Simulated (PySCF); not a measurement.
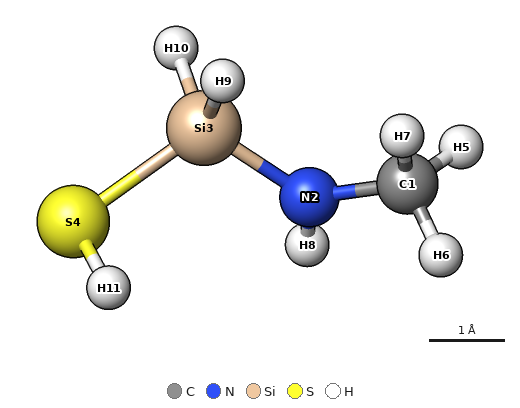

The structure as given in the input (ball-and-stick view, seen on its broad side; atoms are numbered from 1 in the order of the input). Bond lengths as drawn: C–H 1.10 to 1.11 Å, C–N 1.44 Å, H–N 1.01 Å, H–S 1.35 Å, H–Si 1.49 to 1.50 Å, N–Si 1.72 Å and S–Si 2.15 Å.

## CH7NSSi: one change and its effect

System: CH7NSSi, SMILES CN[SiH2]S.
Method of the first run: TDDFT PBE0/def2-TZVP, vertical, gas phase, core orbitals frozen in the response (PySCF 2.14.0).

The geometry comes from this level: PBE0-D3(BJ)/def2-SVP. Text and figures count atoms from 1; the logs count them from 0 in places.

### Input file, the first run
```
{"job": {"kind": "uv", "xc": "PBE0", "basis": "def2-TZVP"}, "charge": 0, "multiplicity": 1}
C     -1.498055     0.706399    -0.169225
N     -0.407061    -0.193477    -0.451945
Si     0.857195    -0.644419     0.624960
S      2.697819    -0.905570    -0.450396
H     -2.460397     0.190029     0.006163
H     -1.653379     1.433644    -0.985250
H     -1.275750     1.287205     0.739382
H     -0.502686    -0.714939    -1.316545
H      0.909701     0.436026     1.655275
H      0.728483    -1.967086     1.313972
H      2.679147     0.329705    -0.998734
```

The first line tells a small driver script what to run in PySCF; the rest is the geometry in Å.

Launched with:
```bash
OMP_NUM_THREADS=1 python <driver script> task.json out
```

Hardware: 1 CPU thread, shared host.

### Output (the first run)
```
coarse grid: 9736 points
cycle   1  E = -784.4509763692  dE =  1.382e-01  |g| = 3.906e-01  |ddm| = 2.315e+00
cycle   2  E = -784.4313016940  dE =  1.967e-02  |g| = 5.016e-01  |ddm| = 6.507e-01
cycle   3  E = -784.4859059552  dE = -5.460e-02  |g| = 6.487e-02  |ddm| = 3.674e-01
cycle   4  E = -784.4867207001  dE = -8.147e-04  |g| = 2.776e-02  |ddm| = 6.755e-02
cycle   5  E = -784.4868944740  dE = -1.738e-04  |g| = 3.836e-03  |ddm| = 2.347e-02
cycle   6  E = -784.4868974818  dE = -3.008e-06  |g| = 1.489e-03  |ddm| = 4.078e-03
final grid: 83480 points
cycle   7  E = -784.4817807286  dE = -2.917e-05  |g| = 8.035e-03  |ddm| = 2.640e-02
cycle   8  E = -784.4817720238  dE =  8.705e-06  |g| = 9.763e-03  |ddm| = 1.167e-02
cycle   9  E = -784.4817934035  dE = -2.138e-05  |g| = 1.324e-03  |ddm| = 7.082e-03
cycle  10  E = -784.4817937494  dE = -3.458e-07  |g| = 2.629e-04  |ddm| = 9.255e-04
cycle  11  E = -784.4817937644  dE = -1.506e-08  |g| = 4.605e-05  |ddm| = 1.671e-04
cycle  12  E = -784.4817937649  dE = -4.552e-10  |g| = 1.425e-05  |ddm| = 4.079e-05
converged SCF energy = -784.4817937649

Static polarisability (au): isotropic 65.564, principal 54.530 61.391 80.772

Singlet excitations
state   eV       nm        f      main configurations
  1   6.0997    203.3   0.00184   H->L+1 0.74, H->L 0.17
  2   6.1926    200.2   0.00737   H->L 0.45, H-1->L 0.28, H->L+1 0.16
  3   6.4042    193.6   0.03055   H->L+2 0.63, H->L 0.14, H-1->L 0.09
  4   6.5355    189.7   0.00716   H-1->L 0.47, H->L+2 0.23, H->L 0.22
  5   6.8581    180.8   0.03425   H-1->L+1 0.46, H-1->L+2 0.41
  6   7.0819    175.1   0.02395   H-1->L+2 0.43, H-1->L+1 0.34, H->L+3 0.13
  7   7.2867    170.2   0.04028   H->L+3 0.71, H-1->L+1 0.10
  8   7.6096    162.9   0.03001   H->L+4 0.71, H->L+5 0.12, H->L+3 0.09
  9   7.8648    157.6   0.02735   H->L+5 0.83, H->L+4 0.14
 10   8.0410    154.2   0.01755   H-1->L+3 0.49, H->L+6 0.14, H-1->L+5 0.10

Triplet excitations (Tamm-Dancoff, eV): 5.6949 5.7889 6.0040 6.2482
```

The second run used a changed input.

### The two runs side by side

```tsv
quantity	the first run	the second run
outcome	converged	converged
total energy (hartree)	−784.481794	−784.430543
HOMO (eV)	−6.86	−6.84
LUMO (eV)	0.60	−0.23
dipole moment (D)	2.16	2.15
lowest excitation (eV)	6.10	5.47
SCF iterations	12	12
strongest computed line (eV)	7.29	5.78
basis functions	178	163
wall time (shared host)	18 s	16 s
```

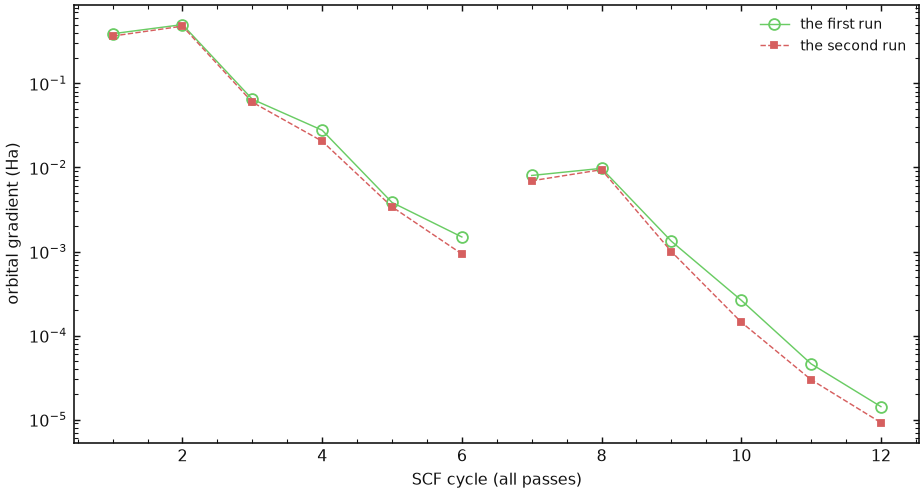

Convergence of the two runs: orbital gradient against the SCF cycle. A break in a curve parts two SCF passes (coarse and final grid). The first run takes 12 cycles in all, and the second run takes 12.

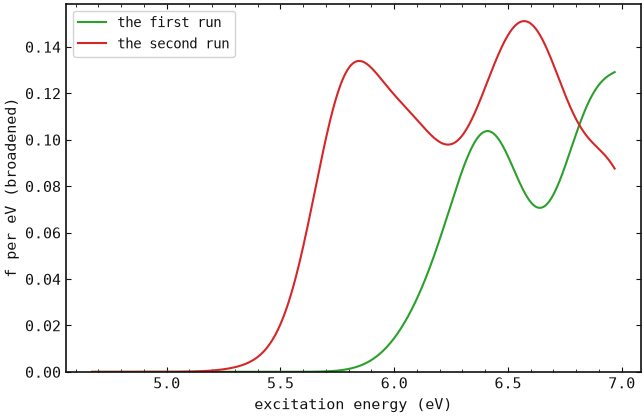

Absorption of the two runs from their computed states, each broadened by a Gaussian of 0.35 eV full width; the range ends where the shorter list of states ends.

What was changed in the input?

The change (lines with − go, lines with + come):
```diff
-"basis": "def2-TZVP"
+"basis": "aug-cc-pVDZ"
```

The total energy of the second run is 32.2 kcal/mol higher, which measures the change of basis and not a stability. The LUMO goes from 0.60 to −0.23 eV. The lowest excitation goes from 6.10 to 5.47 eV. The strongest computed line goes from 7.29 to 5.78 eV. Diffuse functions give room to the loosely bound empty orbitals, which lowers the LUMO. The number of SCF iterations is the same. The basis functions go from 178 to 163.

### Output (the second run)
```
coarse grid: 9736 points
cycle   1  E = -784.3828083449  dE =  1.853e-01  |g| = 3.665e-01  |ddm| = 6.476e+00
cycle   2  E = -784.3623935371  dE =  2.041e-02  |g| = 4.805e-01  |ddm| = 1.494e+00
cycle   3  E = -784.4166187186  dE = -5.423e-02  |g| = 5.982e-02  |ddm| = 7.730e-01
cycle   4  E = -784.4174312052  dE = -8.125e-04  |g| = 2.055e-02  |ddm| = 1.444e-01
cycle   5  E = -784.4175534620  dE = -1.223e-04  |g| = 3.401e-03  |ddm| = 4.886e-02
cycle   6  E = -784.4175567645  dE = -3.302e-06  |g| = 9.357e-04  |ddm| = 8.369e-03
final grid: 83480 points
cycle   7  E = -784.4305308052  dE = -1.349e-05  |g| = 6.940e-03  |ddm| = 9.120e-02
cycle   8  E = -784.4305207255  dE =  1.008e-05  |g| = 9.411e-03  |ddm| = 2.905e-02
cycle   9  E = -784.4305432329  dE = -2.251e-05  |g| = 9.975e-04  |ddm| = 1.583e-02
cycle  10  E = -784.4305434556  dE = -2.227e-07  |g| = 1.442e-04  |ddm| = 1.690e-03
cycle  11  E = -784.4305434604  dE = -4.781e-09  |g| = 2.983e-05  |ddm| = 3.040e-04
cycle  12  E = -784.4305434606  dE = -2.561e-10  |g| = 9.190e-06  |ddm| = 9.061e-05
converged SCF energy = -784.4305434606

Static polarisability (au): isotropic 72.346, principal 61.677 67.330 88.032

Singlet excitations
state   eV       nm        f      main configurations
  1   5.4717    226.6   0.00107   H->L 0.89
  2   5.7848    214.3   0.04101   H->L+1 0.86
  3   5.9920    206.9   0.01306   H->L+2 0.47, H-1->L 0.30
  4   6.1221    202.5   0.02291   H->L+2 0.39, H-1->L 0.35, H-1->L+1 0.15
  5   6.3751    194.5   0.01015   H->L+3 0.59, H->L+4 0.17, H-1->L+1 0.16
  6   6.4147    193.3   0.01217   H-1->L+1 0.39, H->L+4 0.15, H->L+5 0.15
  7   6.5331    189.8   0.01980   H->L+4 0.41, H->L+3 0.34
  8   6.6627    186.1   0.01004   H->L+5 0.64, H->L+4 0.19
  9   6.6736    185.8   0.02097   H-1->L+2 0.51, H-1->L 0.18, H-1->L+1 0.09
 10   6.9688    177.9   0.02821   H->L+6 0.63, H->L+7 0.25

Triplet excitations (Tamm-Dancoff, eV): 5.3223 5.5168 5.6687 5.8434
```
